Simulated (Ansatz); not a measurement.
# AlSiH4 (doublet): correlated methods under varied settings at distance Al1–H4 along a hydrogen transfer = 2.275 Å

What do other methods and options give for AlSiH4 (doublet) at this geometry, and how long do they take?

Computed with Ansatz 0.2.0, Gaussian basis. Level: the settings change from run to run.

7 further runs of the same task are left out: 7 that didn't finish.

### Step 1. The geometry

The geometry derives from fragments relaxed apart (PBE0/def2-TZVP) and kept rigid, so it is no stationary point. A hydrogen atom is moved between rigid fragments.

6 atoms, charge 0, spin multiplicity 2.

Atoms are counted from 1 here; the program's logs count them from 0.

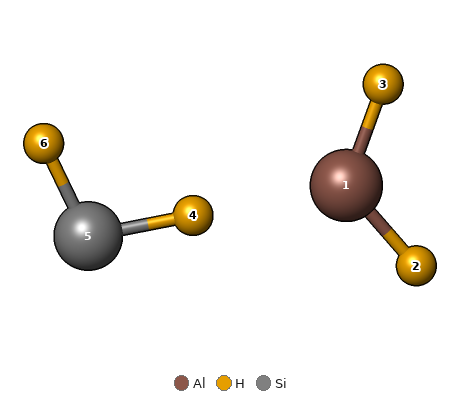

The structure; aluminium brown, hydrogen amber, silicon grey; atoms are numbered from 1 in the order of the file.

### Step 2. MRCISD+Q(5,8)/STO-3G

The input, in.yaml:

```yaml
crystal:
  periodic: [false, false, false]
  atoms:
    - {symbol: Al, position_ang: [-1.903966, 0.025233, 0.000000]}
    - {symbol: H, position_ang: [-2.696889, 1.398618, 0.000000]}
    - {symbol: H, position_ang: [-2.696890, -1.348151, 0.000000]}
    - {symbol: H, position_ang: [0.371034, 0.025233, 0.000000]}
    - {symbol: Si, position_ang: [1.926034, 0.025233, 0.000000]}
    - {symbol: H, position_ang: [2.322469, -1.454280, 0.000000]}
basis:
  gaussian: {orbitals: STO-3G}
magnetization: {spin_polarized: false, initial_magnetization: 1}
correlation: {method: fic_mrcisd_q, electrons: outside_noble_gas, active_space: {window: {electrons: 5, orbitals: 8}}}
accuracy: high
```

Run with:

```sh
$ ansatz run in.yaml --threads 1 --pin off --events-out ev --progress --plain --max-ram 2393MiB
```

The program printed, cut to the lines that bear on the results:

```text
Functional definition: HF
  name "HF"
  cite "Fock, Z. Phys. 61, 126 (1930) doi:10.1007/BF01340294"
  parent pbe
[...]
358 factors; integrals over basis functions are off by at most 1.4e-8 eV
[...]
mean field -14332.77724380 eV, -526.7198486043 hartree, gradient 9.0e-8 eV, S^2 0.750000; 3 other end points of the search recorded, 0 dependent functions left out
reference -14332.77724380 eV, -526.7198486043 hartree; 16, 15 occupied and 6, 7 virtual orbitals, 358 factors
state -14333.85691022 eV, -526.7595256132 hartree
contracted CI cycle   1: correlation 0.00000000 eV, 0.0000000000 hartree, residual 6.64e0 eV
contracted CI cycle   2: correlation -1.36726727 eV, -0.0502461455 hartree, residual 1.59e0 eV
contracted CI cycle   3: correlation -1.45454241 eV, -0.0534534477 hartree, residual 4.39e-1 eV
contracted CI cycle   4: correlation -1.46175069 eV, -0.0537183471 hartree, residual 1.35e-1 eV
contracted CI cycle   5: correlation -1.46225406 eV, -0.0537368455 hartree, residual 3.27e-2 eV
contracted CI cycle   6: correlation -1.46228384 eV, -0.0537379399 hartree, residual 7.91e-3 eV
contracted CI cycle   7: correlation -1.46228553 eV, -0.0537380021 hartree, residual 2.30e-3 eV
contracted CI cycle   8: correlation -1.46228569 eV, -0.0537380078 hartree, residual 7.88e-4 eV
contracted CI cycle   9: correlation -1.46228570 eV, -0.0537380084 hartree, residual 2.73e-4 eV
contracted CI cycle  10: correlation -1.46228570 eV, -0.0537380085 hartree, residual 1.07e-4 eV
[...]
contracted CI cycle   2: correlation -1.50710919 eV, -0.0553852411 hartree, residual 1.40e0 eV
contracted CI cycle   3: correlation -1.56461048 eV, -0.0574983744 hartree, residual 3.07e-1 eV
contracted CI cycle   4: correlation -1.56752371 eV, -0.0576054339 hartree, residual 9.01e-2 eV
contracted CI cycle   5: correlation -1.56778505 eV, -0.0576150378 hartree, residual 2.61e-2 eV
contracted CI cycle   6: correlation -1.56780251 eV, -0.0576156794 hartree, residual 7.82e-3 eV
contracted CI cycle   7: correlation -1.56780394 eV, -0.0576157319 hartree, residual 2.41e-3 eV
contracted CI cycle   8: correlation -1.56780408 eV, -0.0576157371 hartree, residual 6.82e-4 eV
contracted CI cycle   9: correlation -1.56780409 eV, -0.0576157376 hartree, residual 2.24e-4 eV
contracted CI cycle  10: correlation -1.56780409 eV, -0.0576157377 hartree, residual 8.39e-5 eV
contracted CI cycle  11: correlation -1.56780409 eV, -0.0576157377 hartree, residual 2.86e-5 eV
contracted CI cycle  12: correlation -1.56780409 eV, -0.0576157377 hartree, residual 8.18e-6 eV
contracted CI cycle  13: correlation -1.56780409 eV, -0.0576157377 hartree, residual 2.56e-6 eV
state -14333.76276151 eV, -526.7560657123 hartree; corrected -14335.41117095 eV, -526.8166436416 hartree
state -14333.76276151 eV, -526.7560657123 hartree; corrected -14335.41117095 eV, -526.8166436416 hartree
the orbitals are reached from a further start. From the first start the search ends at -14333.85689322 eV, -526.7595249886 hartree
WARN: the results are in doubt because another end's mean lies 0.094 eV lower, and its corrected mean 0.011 eV higher
Total energy: -14335.41117095 eV, -526.8166436416 hartree
In doubt: another end's mean lies 0.094 eV lower, and its corrected mean 0.011 eV higher
```

It took 9 s on 1 thread of Arm Neoverse V1, shared host.

From the report: 776 determinants; active occupations 1.97, 1.94, 1.00, 0.05, 0.03, 0.01, 0.01, 0.00. Mind the lines of doubt at the end of the log.

### Step 3. CASCI(7,4)/STO-3G

in.yaml: that of step 2 with these lines changed.

```diff
@@ -12,3 +12,4 @@
 magnetization: {spin_polarized: false, initial_magnetization: 1}
-correlation: {method: fic_mrcisd_q, electrons: outside_noble_gas, active_space: {window: {electrons: 5, orbitals: 8}}}
-accuracy: high
+correlation: {active_space: {window: {electrons: 7, orbitals: 4}, fixed_orbitals: true, states: [{multiplicity: 2, weights: [1, 0.5, 0.5, 1]}]}}
+scf: {lower_state_search: full}
+output: {forces: true}
```

Same command.

The program printed, cut to the lines that bear on the results:

```text
Functional definition: HF
  name "HF"
  cite "Fock, Z. Phys. 61, 126 (1930) doi:10.1007/BF01340294"
  parent pbe
[...]
351 factors; integrals over basis functions are off by at most 3.4e-8 eV
[...]
mean field -14332.77724379 eV, -526.7198486040 hartree, gradient 1.8e-6 eV, S^2 0.750000; 8 other end points of the search recorded, 0 dependent functions left out
reference -14332.77724379 eV, -526.7198486040 hartree; 16, 15 occupied and 6, 7 virtual orbitals, 351 factors
state -14332.77724379 eV, -526.7198486040 hartree
state -14324.19488564 eV, -526.4044527594 hartree
state -14323.53906996 eV, -526.3803519777 hartree
state -14319.82615816 eV, -526.2439049856 hartree
[...]
Total energy: -14325.49012658 eV, -526.4520519860 hartree
Atom 0 at    -1.903966     0.025233     0.000000 Å, force     3.671736     0.015042     0.000000 eV/Å
Atom 1 at    -2.696889     1.398618     0.000000 Å, force    -1.216058    -0.818618    -0.000000 eV/Å
Atom 2 at    -2.696890    -1.348151     0.000000 Å, force    -1.228533     0.807371    -0.000000 eV/Å
Atom 3 at     0.371034     0.025233     0.000000 Å, force    -1.543260    -0.897461     0.000000 eV/Å
Atom 4 at     1.926034     0.025233     0.000000 Å, force     1.590572    -0.399790    -0.000000 eV/Å
Atom 5 at     2.322469    -1.454280     0.000000 Å, force    -1.274456     1.293457    -0.000000 eV/Å
Dipole moment:     0.640868    -0.044412    -0.000000 e Å
```

Run time: 0.42 s. Hardware: 1 thread of Arm Neoverse V1, shared host.

From the report: 4 determinants; active occupations (of the averaged states) 1.83, 1.83, 1.67, 1.67.

### Step 4. HF/6-31G*

in.yaml: that of step 3 with these lines changed.

```diff
@@ -10,6 +10,5 @@
 basis:
-  gaussian: {orbitals: STO-3G}
+  gaussian: {orbitals: "6-31G*"}
 magnetization: {spin_polarized: false, initial_magnetization: 1}
-correlation: {active_space: {window: {electrons: 7, orbitals: 4}, fixed_orbitals: true, states: [{multiplicity: 2, weights: [1, 0.5, 0.5, 1]}]}}
-scf: {lower_state_search: full}
-output: {forces: true}
+hamiltonian: {xc: hf}
+output: {orbitals: {seedname: orbitals}}
```

Launched as before.

The program printed:

```text
Functional definition: HF
  name "HF"
  cite "Fock, Z. Phys. 61, 126 (1930) doi:10.1007/BF01340294"
  parent pbe
  exchange = exact_x
  correlation = 0
458 factors; integrals over basis functions are off by at most 9.8e-4 eV
mean field evaluation 1: about -14501.7666 eV, gradient 1.2e1 eV
mean field evaluation 2: about -14501.7845 eV, gradient 1.3e1 eV
mean field evaluation 4: about -14502.6617 eV, gradient 3.3e0 eV
mean field evaluation 8: about -14502.8983 eV, gradient 7.8e-1 eV
mean field evaluation 16: about -14502.9106 eV, gradient 1.5e-5 eV
mean field evaluation 32: about -14502.9076 eV, gradient 1.3e-1 eV
mean field evaluation 64: about -14501.5340 eV, gradient 4.9e0 eV
mean field evaluation 96: about -14502.4842 eV, gradient 1.4e0 eV
mean field -14503.18905481 eV, -532.9823671498 hartree, gradient 7.0e-6 eV, S^2 0.750000; 1 other end points of the search recorded, 0 dependent functions left out
reference -14503.18905481 eV, -532.9823671498 hartree; 16, 15 occupied and 30, 31 virtual orbitals, 458 factors
Total energy: -14503.18905481 eV, -532.9823671498 hartree
```

Run time: 0.69 s. Hardware: 1 thread of Arm Neoverse V1, shared host.

### Step 5. CCSD on UHF/cc-pVDZ

in.yaml: that of step 4 with these lines changed.

```diff
@@ -10,5 +10,5 @@
 basis:
-  gaussian: {orbitals: "6-31G*"}
-magnetization: {spin_polarized: false, initial_magnetization: 1}
-hamiltonian: {xc: hf}
-output: {orbitals: {seedname: orbitals}}
+  gaussian: {orbitals: cc-pVDZ}
+magnetization: {spin_polarized: true, initial_magnetization: 1}
+correlation: {method: ccsd, electrons: valence}
+scf: {lower_state_search: full}
```

The command is unchanged.

The program printed, cut to the lines that bear on the results:

```text
Functional definition: HF
  name "HF"
  cite "Fock, Z. Phys. 61, 126 (1930) doi:10.1007/BF01340294"
  parent pbe
[...]
537 factors; integrals over basis functions are off by at most 1.2e-3 eV
[...]
mean field -14504.40866489 eV, -533.0271869933 hartree, gradient 2.1e-6 eV, S^2 1.273011; 30 other end points of the search recorded, 0 dependent functions left out
determinant -14504.40866489 eV, -533.0271869933 hartree, with singles and doubles -14509.55466653 eV, -533.2162990657 hartree
determinant -14504.30323146 eV, -533.0233123865 hartree, with singles and doubles -14509.53064722 eV, -533.2154163723 hartree
determinant -14504.01877543 eV, -533.0128588200 hartree, with singles and doubles -14509.48660293 eV, -533.2137977745 hartree
determinant -14503.95388735 eV, -533.0104742272 hartree, with singles and doubles -14509.58352990 eV, -533.2173597749 hartree
[...]
determinant -14504.01877543 eV, -533.0128588200 hartree, with singles and doubles -14509.53309004 eV, -533.2155061442 hartree
determinant -14503.95388735 eV, -533.0104742272 hartree, with singles and doubles -14509.59085325 eV, -533.2176289031 hartree
determinant -14503.42241573 eV, -532.9909430054 hartree, with singles and doubles -14509.46996971 eV, -533.2131865147 hartree
determinant -14504.19812591 eV, -533.0194498286 hartree, with singles and doubles -14509.60740858 eV, -533.2182373000 hartree
10 core orbitals not correlated: weight in the atoms' cores, before any rotation towards them, 1.000 or more for the frozen orbitals, at most 0.000 for the correlated occupied ones
reference -14504.40866489 eV, -533.0271869933 hartree; 6, 5 occupied and 40, 41 virtual orbitals, 537 factors
second order -3.81333633 eV of doubles, -0.00000000 eV of singles
cycle   1  -5.18567082 eV  change    1.8e-6 eV  update   4.3e-6
Total energy: -14509.59433571 eV, -533.2177568809 hartree
```

Wall time 23 s (1 thread of Arm Neoverse V1, shared host).

From the report: ⟨S²⟩ of the determinant 1.273 (pure doublet: 0.75); correlation -5.1857 eV; T1 0.077; largest double amplitude 0.07. The determinant is far from a pure spin state, so its energy mixes those of several spin states (harmless only where they are near-degenerate, as at dissociation).

### Step 6. All runs side by side

 † marks a result that the program doubts.

```
                                     level         correlated  functions  energy (eV)    time
                    MRCISD+Q(5,8)/STO-3G †  outside noble gas         22  -14335.4112     9 s
CASCI(7,4)/STO-3G (mean of several states)                            22  -14325.4901  0.42 s
                                 HF/6-31G*                            46  -14503.1891  0.69 s
                       CCSD on UHF/cc-pVDZ            valence         56  -14509.5943    23 s
```

### Step 7. Summary of results

| quantity | value |
| --- | --- |
| runs | 4 |
| quickest | CASCI(7,4)/STO-3G (mean of several states), 0.42 s |
| slowest | CCSD on UHF/cc-pVDZ, 23 s |

Total energies in different bases, with other cores or another treatment of relativity can't be set against each other. CCSD on UHF/cc-pVDZ took 55 times as long as CASCI(7,4)/STO-3G (mean of several states); the jobs differ in more than the method.
